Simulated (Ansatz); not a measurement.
Starting cell, TaN (rock salt):

```
TaN
1.0
    0.00000     2.20805     2.20805
    2.20805     0.00000     2.20805
    2.20805     2.20805     0.00000
N Ta
1 1
Direct
  0.00000   0.00000   0.00000
  0.50000   0.50000   0.50000
```

In this cell atom 2 (Ta, nearest neighbour N at 2.208 Å; its periodic images, 3.1 Å or more away, move with it) is moved by s along Cartesian [110], unit vector (0.707, 0.707, 0.000); all other atoms and the cell stay fixed.

The numbers are results of PBE (plane waves to 420 eV, PAW, scalar-relativistic; Ansatz, a first-principles code), not measurements. k mesh 15×15×15 (Γ-centred), Fermi-Dirac smearing 0.05 eV. E stands for the smeared free energy. Stress and pressure are positive under compression. With partly filled bands, energies and forces of such displacements shift with the k mesh and the smearing. Spin-orbit coupling is left out, though Ta is heavy. TaN is run without spin polarisation. TaN was relaxed with its symmetry unable to fall. The PAW data are Ansatz's earlier set. This is a high-temperature form of TaN. The zero of ΔE is the undisplaced structure.

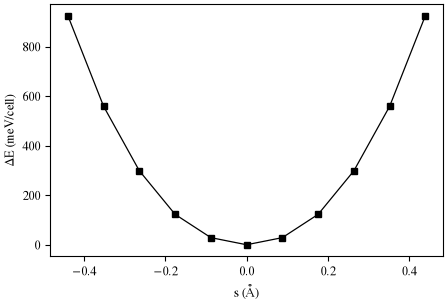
*ΔE (meV/cell) against s (Å); markers are the computed points, lines only join them.*

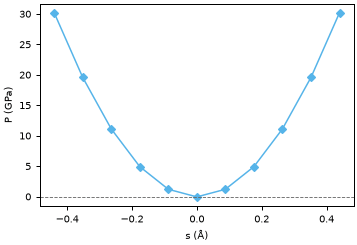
*P (GPa) against s (Å); one marker a computed point.*

The zone-centre optical wavenumber from k is 391 cm⁻¹ and the force constant k = d²E/ds² at s = 0 (finite differences) is 7.30 eV/Å². Shape of the curve: a single well with its minimum at or next to zero displacement. Symmetry of the curve: even: the same for both signs. Harmonic estimate at the end of the scan: ½ks² = 707 meV/cell against the computed 925 meV/cell, so the well is stiffer than harmonic there.

With its periodic images moving along, the atom's site symmetry in this cell is m-3m.

(For displaced atoms, the force is minus the slope of the energy, and its curvature is a force constant, which sets phonon frequencies.)
